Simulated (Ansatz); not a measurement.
## Electronic structure of C3H6CuF (SMILES C[C@H](F)[CH2][Cu]) in real space

The calculation's input:

```
crystal:
  periodic: [false, false, false]
  atoms:
    - {symbol: C, position_ang: [0.918914, -1.204139, -0.099250]}
    - {symbol: C, position_ang: [-0.096545, -1.981140, 0.718752]}
    - {symbol: C, position_ang: [-0.963996, -1.133629, 1.621414]}
    - {symbol: Cu, position_ang: [-2.183431, -0.078888, 0.579105]}
    - {symbol: F, position_ang: [-0.908599, -2.702882, -0.169141]}
    - {symbol: H, position_ang: [1.632690, -0.684979, 0.559168]}
    - {symbol: H, position_ang: [0.405906, -0.449346, -0.717162]}
    - {symbol: H, position_ang: [1.479643, -1.879773, -0.762732]}
    - {symbol: H, position_ang: [0.435229, -2.747735, 1.319165]}
    - {symbol: H, position_ang: [-1.580079, -1.760221, 2.286452]}
    - {symbol: H, position_ang: [-0.350330, -0.461200, 2.242432]}
basis:
  gaussian:
    orbitals: def2-TZVPD
hamiltonian:
  xc: {name: PBE0}
output:
  forces: true
  orbitals: {seedname: orbitals}
```

Run with:

```sh
ansatz run input.yaml --threads 2 --pin off --max-ram 4350MiB --events-out events.jsonl --progress --plain --runs-dir runs
```

Geometry: B3LYP-D3(BJ)/def2-SVP.

All numbers below come from isolated molecule in a Gaussian basis; Kohn-Sham density functional theory, functional PBE0 in Ansatz.

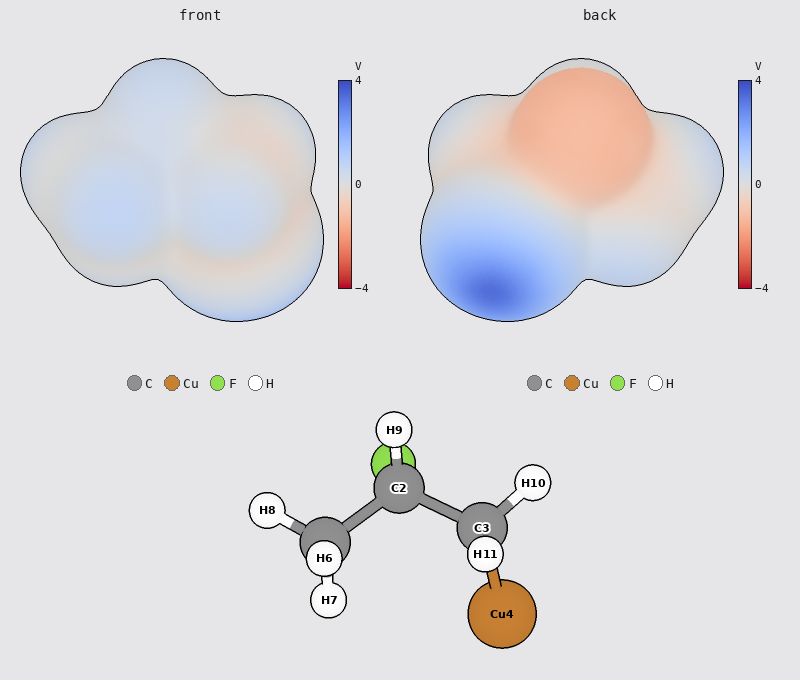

Figure 1. The electrostatic potential painted on the density surface at 0.002 e/bohr³, seen from the front and from behind; red is negative and blue positive. The bare structure is drawn below in the same view.

Describe the electrostatic potential map.

Answer. The most negative region (about −1.4 V) lies over F5, the most positive (about +3.1 V) over Cu4.

What dipole moment does the calculation give?

Answer. Its dipole moment is 2.23 D.

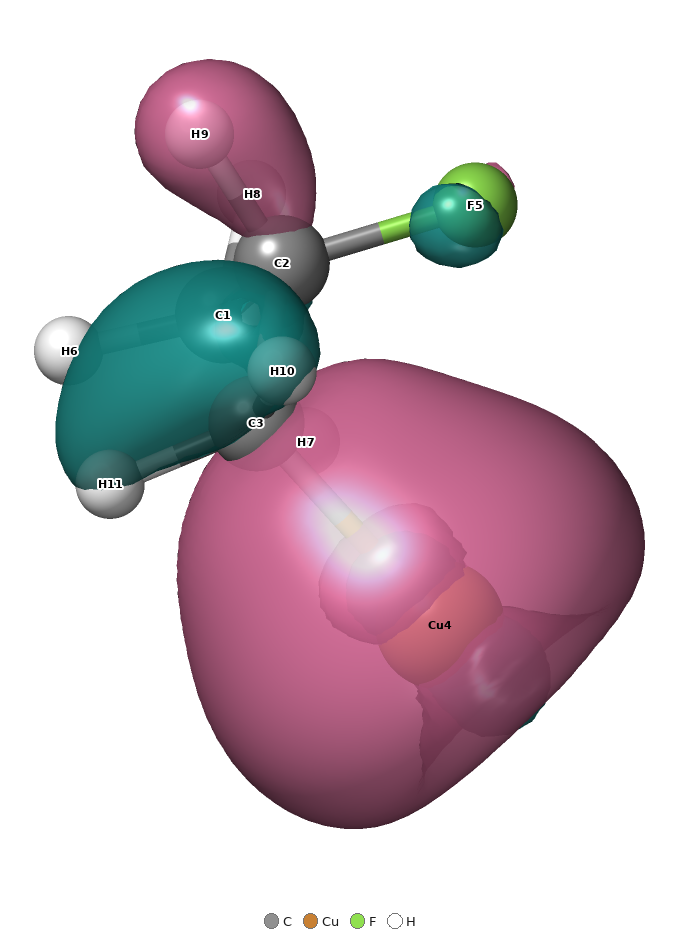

Figure 2. The HOMO at ±0.1 Å⁻³ᐟ² (teal and pink are the two phases), seen at an oblique angle.

What is the character of this orbital?

Answer. By Hirshfeld shares it lies mainly on Cu4 (about 65 %) and C3 (about 20 %). Its energy is −6.24 eV.

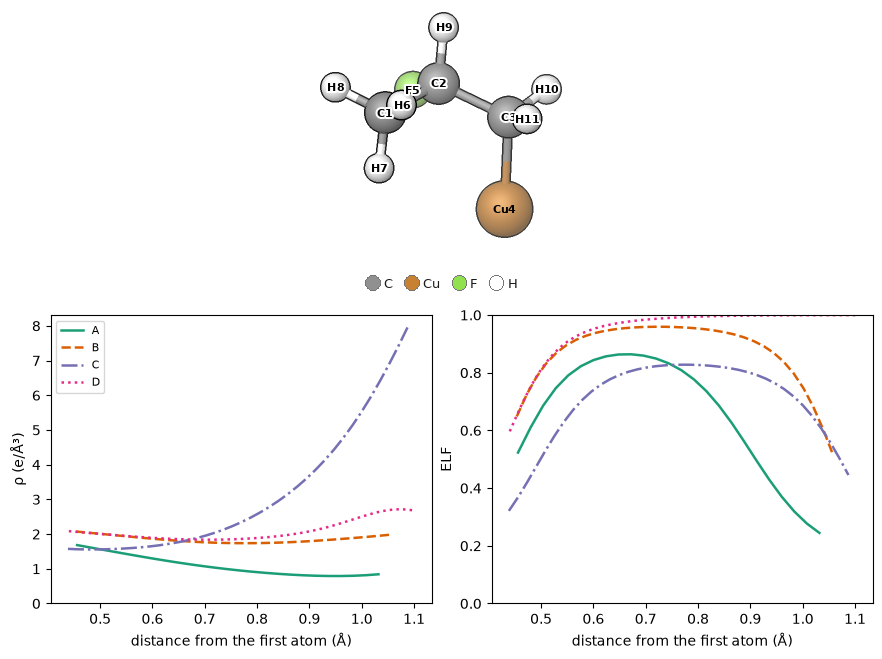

Figure 3. Electron density and electron localisation function along straight lines between neighbouring atoms. The curves leave out the atomic cores. The structure is drawn too.

Which curve belongs to which contact (C–C, C–Cu, C–F and C–H)? The first atom named is at distance zero.

Answer. Curve A: C–Cu (1.92 Å): the density is about 0.79 e/Å³ at the midpoint; the ELF peaks at about 0.85 in the valence shell of C, 0.7 Å from its nucleus, and is about 0.35 at the midpoint. Curve B: C–C (1.51 Å): ρ is about 1.7 e/Å³ halfway; the ELF peaks at about 0.95 between the atoms; localised, covalent bonding. Curve C: C–F (1.40 Å): ρ is about 2 e/Å³ halfway, with its minimum of 1.6 e/Å³ about 0.5 Å from C; the ELF peaks at about 0.85 between the atoms: a polar covalent bond. Curve D: C–H (1.10 Å): the density is about 1.9 e/Å³ at the midpoint; the ELF climbs to about 1 towards the hydrogen, as it does in any bond to H (a covalent bond by its length).
